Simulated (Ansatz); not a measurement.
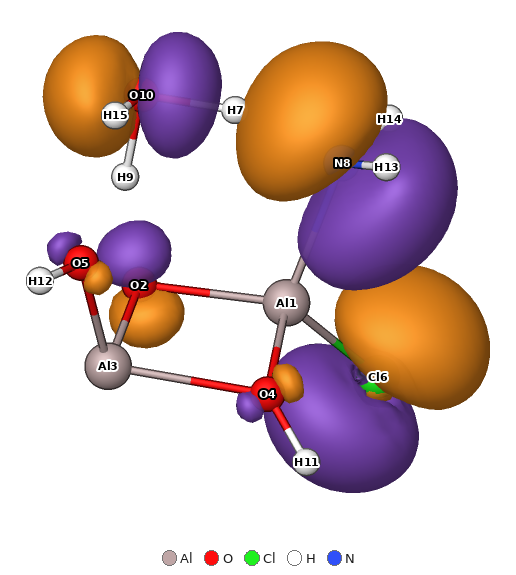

The picture shows: Al₂ClH₄NO₃···H₃O (doublet). One frontier orbital at ±0.1 Å⁻³ᐟ² (orange and purple are the two phases), seen at an oblique angle.

A transition-state structure; geometry: PBE0-D4/def2-TZVP.

All numbers below come from UKS PBE0-D4/def2-TZVPP in Ansatz.

```xyz
15

Al   -1.3101    0.0587    0.5604
O    -0.9080   -0.5612   -1.0340
Al   -0.3277    0.9718   -1.7477
O    -0.8296    1.7072   -0.0489
O     1.4101    0.7707   -1.7413
Cl   -3.2378   -0.0259    1.4058
H     0.8530   -1.2160    0.6309
N     0.0765   -0.5855    1.6526
H     0.1873   -1.3003   -0.8248
O     1.1600   -1.6230   -0.3738
H    -1.2210    2.5603    0.1337
H     1.9679    1.3020   -2.3078
H     0.6262    0.1379    2.1026
H    -0.1902   -1.2391    2.3798
H     1.7434   -0.9577   -0.7875
```

### Which orbital is it: HOMO (β) or LUMO (β)?

The HOMO (β), at −8.38 eV. It lies mainly on N8 (about 40 %), Cl6 (about 30 %) and O10 (about 15 %); largely a combination of lone pairs on N8, Cl6 and O10.
